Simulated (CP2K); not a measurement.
# BLYP-D3(BJ)/DZVP-MOLOPT-SR-GTH (core potential) run of C2H6AlCl (SMILES [CH3][Al]([CH3])[Cl])

Aim: the energy change on altering one bond length of C2H6AlCl at BLYP-D3(BJ)/DZVP-MOLOPT-SR-GTH (core potential), from 2 runs. 

The results are computed with CP2K 2026.2.

1 further run of the same task is left out (set aside as unsound or not needed).

## Step 1: The system as given

C2H6AlCl has 10 atoms, charge 0, and is taken as a singlet. SMILES: `[CH3][Al]([CH3])[Cl]`. The coordinates come from a PBE0-D4/def2-TZVP relaxation.

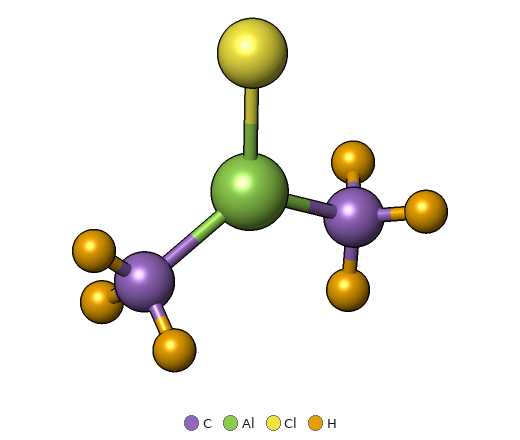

Viewed from a chosen angle; carbon purple, aluminium green, chlorine yellow, hydrogen amber.

## Step 2: The energy at BLYP-D3(BJ)/DZVP-MOLOPT-SR-GTH (core potential)

The input, calc.inp:

```
&GLOBAL
    PROJECT_NAME calc
    RUN_TYPE ENERGY
    PRINT_LEVEL MEDIUM
&END GLOBAL

&FORCE_EVAL
    METHOD Quickstep
    &DFT
        BASIS_SET_FILE_NAME BASIS_MOLOPT
        POTENTIAL_FILE_NAME GTH_POTENTIALS
        &QS
            METHOD GPW
            EPS_DEFAULT 1.0E-10
        &END QS
        &MGRID
            CUTOFF 400
            REL_CUTOFF 50
            NGRIDS 4
        &END MGRID
        &POISSON
            PERIODIC NONE
            POISSON_SOLVER MULTIPOLE
        &END POISSON
        &SCF
            SCF_GUESS ATOMIC
            EPS_SCF 1.0E-06
            MAX_SCF 80
            ADDED_MOS 10
            &DIAGONALIZATION
                ALGORITHM STANDARD
            &END DIAGONALIZATION
            &MIXING
                METHOD BROYDEN_MIXING
                ALPHA 0.3
                NBUFFER 8
            &END MIXING
        &END SCF
        &XC
            &XC_FUNCTIONAL BLYP
            &END XC_FUNCTIONAL
            &VDW_POTENTIAL
                POTENTIAL_TYPE PAIR_POTENTIAL
                &PAIR_POTENTIAL
                    TYPE DFTD3(BJ)
                    PARAMETER_FILE_NAME dftd3.dat
                    REFERENCE_FUNCTIONAL BLYP
                    R_CUTOFF 15
                &END PAIR_POTENTIAL
            &END VDW_POTENTIAL
        &END XC
        &PRINT
            &MOMENTS
                PERIODIC F
                REFERENCE COM
                MAX_MOMENT 1
            &END MOMENTS
            &MO ON
                ENERGIES T
                OCCUPATION_NUMBERS T
                NDIGITS 6
                &EACH
                    QS_SCF 0
                &END EACH
                ADD_LAST NUMERIC
            &END MO
            &HIRSHFELD OFF
            &END HIRSHFELD
        &END PRINT
    &END DFT
    &SUBSYS
        &CELL
            ABC 9.7 11 10.9
            PERIODIC NONE
        &END CELL
        &COORD
            C     -0.517700     1.358200    -0.989200
            Al    -0.252300    -0.446600    -0.322400
            C      0.742200    -0.932200     1.273500
            Cl    -1.112300    -2.038200    -1.415400
            H     -1.121400     1.383800    -1.898300
            H     -1.010200     1.981400    -0.235400
            H      0.443800     1.835600    -1.206000
            H      0.102400    -1.471200     1.979300
            H      1.158700    -0.063300     1.788800
            H      1.566900    -1.607500     1.025200
        &END COORD
        &TOPOLOGY
            &CENTER_COORDINATES
            &END CENTER_COORDINATES
        &END TOPOLOGY
        &KIND C
            BASIS_SET DZVP-MOLOPT-SR-GTH-q4
            POTENTIAL GTH-BLYP-q4
        &END KIND
        &KIND Al
            BASIS_SET DZVP-MOLOPT-SR-GTH-q3
            POTENTIAL GTH-BLYP-q3
        &END KIND
        &KIND Cl
            BASIS_SET DZVP-MOLOPT-SR-GTH-q7
            POTENTIAL GTH-BLYP-q7
        &END KIND
        &KIND H
            BASIS_SET DZVP-MOLOPT-SR-GTH-q1
            POTENTIAL GTH-BLYP-q1
        &END KIND
    &END SUBSYS
&END FORCE_EVAL
```

On the command line:

```
$ OMP_NUM_THREADS=1 cp2k.psmp -i calc.inp > calc.out 2>&1
```

Output:

```text
CP2K| version string:                                       CP2K version 2026.2
[...]
 GLOBAL| Method name                                                        CP2K
[...]
 GLOBAL| Run type                                                         ENERGY
[...]
 DFT| Spin restricted Kohn-Sham (RKS) calculation                            RKS
 DFT| Multiplicity                                                             1
[...]
 DFT| Charge                                                                   0
[...]
 FUNCTIONAL| BECKE88:
 FUNCTIONAL| LYP:
[...]
 QS| Method:                                                                 GPW
[...]
 QS| Density cutoff [a.u.]:                                                200.0
[...]
 QS| Relative density cutoff [a.u.]:                                        25.0
[...]
                             - Atoms:                                         10
[...]
                             - Spherical basis functions:                     82
[...]
 Number of electrons:                                                         24
[...]
     1 NoMix/Diag. 0.30E+00    1.0     1.18609868       -30.9508678190 -3.10E+01
[...]
    20 Broy./Diag. 0.30E+00    1.4     0.00000023       -31.9506317277  5.14E-06
  *** SCF run converged in    20 steps ***
[...]
  Overlap energy of the core charge distribution:               0.00000164900888
  Self energy of the core charge distribution:                -74.52048550153455
  Core Hamiltonian energy:                                     20.43893283686337
  Hartree energy:                                              31.42118223740946
  Exchange-correlation energy:                                 -9.27547879018346
  Dispersion energy:                                           -0.01478415921753
  Total energy:                                               -31.95063172765382
[...]
                     Mulliken Population Analysis
 #  Atom  Element  Kind  Atomic population                           Net charge
       1     C        1          4.391884                             -0.391884
       2     Al       2          2.221124                              0.778876
       3     C        1          4.391393                             -0.391393
       4     Cl       3          7.328624                             -0.328624
       5     H        4          0.942769                              0.057231
       6     H        4          0.945220                              0.054780
       7     H        4          0.945212                              0.054788
       8     H        4          0.943864                              0.056136
       9     H        4          0.946153                              0.053847
      10     H        4          0.943758                              0.056242
 # Total charge                             24.000000                 -0.000000
[...]
  Dipole moment [Debye]
    X=  0.8000052E+00 Y=  0.1466980E+01 Z=  0.9990300E+00  Total=      1.9468181
 ENERGY| Total FORCE_EVAL ( QS ) energy [hartree]            -31.950631727653825
[...]
```

Wall time 28 s (1 thread of Arm Neoverse V2, shared host); peak memory 1.6 GiB.

## Step 3: The distorted shape, same level

The input, gas.inp:

```
&GLOBAL
    PROJECT_NAME gas
    RUN_TYPE ENERGY
    PRINT_LEVEL MEDIUM
&END

&FORCE_EVAL
    METHOD QS
    &DFT
        BASIS_SET_FILE_NAME BASIS_MOLOPT
        POTENTIAL_FILE_NAME GTH_POTENTIALS
        ! Quickstep
        &QS
            METHOD GPW
            EPS_DEFAULT 1.0E-10
        &END
        &MGRID
            CUTOFF 400
            REL_CUTOFF 50
            NGRIDS 4
        &END
        &POISSON
            PERIODIC NONE
            POISSON_SOLVER MULTIPOLE
        &END
        &SCF
            SCF_GUESS ATOMIC
            EPS_SCF 1.0E-06
            MAX_SCF 100
            ADDED_MOS 3
            &DIAGONALIZATION
                ALGORITHM STANDARD
            &END
            &MIXING
                METHOD BROYDEN_MIXING
                ALPHA 0.3
                NBUFFER 8
            &END
        &END
        ! functional
        &XC
            &XC_FUNCTIONAL BLYP
            &END
            &VDW_POTENTIAL
                POTENTIAL_TYPE PAIR_POTENTIAL
                &PAIR_POTENTIAL
                    TYPE DFTD3(BJ)
                    PARAMETER_FILE_NAME dftd3.dat
                    REFERENCE_FUNCTIONAL BLYP
                    R_CUTOFF 15
                &END
            &END
        &END
        ! extra output
        &PRINT
            &MOMENTS
                PERIODIC F
                REFERENCE COM
                MAX_MOMENT 1
            &END
            &MO ON
                ENERGIES T
                OCCUPATION_NUMBERS T
                NDIGITS 6
                &EACH
                    QS_SCF 0
                &END
                ADD_LAST NUMERIC
            &END
            &HIRSHFELD OFF
            &END
        &END
    &END
    &SUBSYS
        &CELL
            ABC 9.9 11.5 10.9
            PERIODIC NONE
        &END
        &COORD
            UNIT bohr
            C     -0.4907789     3.4689022    -1.2496967
            Al     0.0107544     0.0583245     0.0103727
            C      1.8900871    -0.8593265     3.0261866
            Cl    -2.1019424    -3.8516398    -2.6747184
            H     -1.6316065     3.5172792    -2.9676467
            H     -1.4214690     4.6465795     0.1747789
            H      1.3261928     4.3710575    -1.6593893
            H      0.6810403    -1.8778889     4.3599553
            H      2.6771580     0.7826565     3.9999625
            H      3.4485442    -2.1354586     2.5569676
        &END
        &TOPOLOGY
            &CENTER_COORDINATES
            &END
        &END
        &KIND C
            BASIS_SET DZVP-MOLOPT-SR-GTH-q4
            POTENTIAL GTH-BLYP-q4
        &END
        &KIND Al
            BASIS_SET DZVP-MOLOPT-SR-GTH-q3
            POTENTIAL GTH-BLYP-q3
        &END
        &KIND Cl
            BASIS_SET DZVP-MOLOPT-SR-GTH-q7
            POTENTIAL GTH-BLYP-q7
        &END
        &KIND H
            BASIS_SET DZVP-MOLOPT-SR-GTH-q1
            POTENTIAL GTH-BLYP-q1
        &END
    &END
&END
```

On the command line:

```
$ OMP_NUM_THREADS=1 cp2k.psmp -i gas.inp > gas.out 2>&1
```

Output, cut to the lines that bear on the results:

```text
CP2K| version string:                                       CP2K version 2026.2
[...]
 GLOBAL| Method name                                                        CP2K
[...]
 GLOBAL| Run type                                                         ENERGY
[...]
 DFT| Spin restricted Kohn-Sham (RKS) calculation                            RKS
 DFT| Multiplicity                                                             1
[...]
 DFT| Charge                                                                   0
[...]
 FUNCTIONAL| BECKE88:
 FUNCTIONAL| LYP:
[...]
 QS| Method:                                                                 GPW
[...]
 QS| Density cutoff [a.u.]:                                                200.0
[...]
 QS| Relative density cutoff [a.u.]:                                        25.0
[...]
                             - Atoms:                                         10
[...]
                             - Spherical basis functions:                     82
[...]
 Number of electrons:                                                         24
[...]
     1 NoMix/Diag. 0.30E+00    1.1     1.15884650       -30.8593098407 -3.09E+01
[...]
    22 Broy./Diag. 0.30E+00    1.4     0.00000039       -31.9056877599 -1.08E-06
  *** SCF run converged in    22 steps ***
[...]
  Overlap energy of the core charge distribution:               0.00000164872821
  Self energy of the core charge distribution:                -74.52048550153455
  Core Hamiltonian energy:                                     20.21335194658641
  Hartree energy:                                              31.60647503010081
  Exchange-correlation energy:                                 -9.19136837499656
  Dispersion energy:                                           -0.01366250874542
  Total energy:                                               -31.90568775986110
[...]
                     Mulliken Population Analysis
 #  Atom  Element  Kind  Atomic population                           Net charge
       1     C        1          4.372754                             -0.372754
       2     Al       2          2.150395                              0.849605
       3     C        1          4.372703                             -0.372703
[...]
  Dipole moment [Debye]
    X=  0.2112971E+01 Y=  0.3878796E+01 Z=  0.2663178E+01  Total=      5.1577346
 ENERGY| Total FORCE_EVAL ( QS ) energy [hartree]            -31.905687759861099
[...]
```

Wall time 33 s (1 thread of Arm Neoverse V2, shared host); peak memory 1.7 GiB.

## Step 4: Outcome

At BLYP-D3(BJ)/DZVP-MOLOPT-SR-GTH (core potential):

```
                                                           quantity          value
                                          first shape: total energy   -31.95063 Eh
                                         first shape: dipole moment         1.95 D
                                           first shape: HOMO energy       -6.37 eV
                                           first shape: LUMO energy       -1.06 eV
                                         first shape: HOMO–LUMO gap        5.30 eV
                                     first shape: dispersion energy  -38.82 kJ/mol
                                      distorted shape: total energy   -31.90569 Eh
                                     distorted shape: dipole moment         5.16 D
                                       distorted shape: HOMO energy       -5.78 eV
                                       distorted shape: LUMO energy       -1.89 eV
                                     distorted shape: HOMO–LUMO gap        3.89 eV
                                 distorted shape: dispersion energy  -35.87 kJ/mol
energy change with the Al2–Cl4 bond stretched from 2.114 to 2.748 Å       1.223 eV
```

What this shows: With the Al2–Cl4 bond stretched from 2.114 to 2.748 Å the energy rises by 1.22 eV (28 kcal/mol). The first shape isn't relaxed at this level, so the change isn't measured from a minimum.
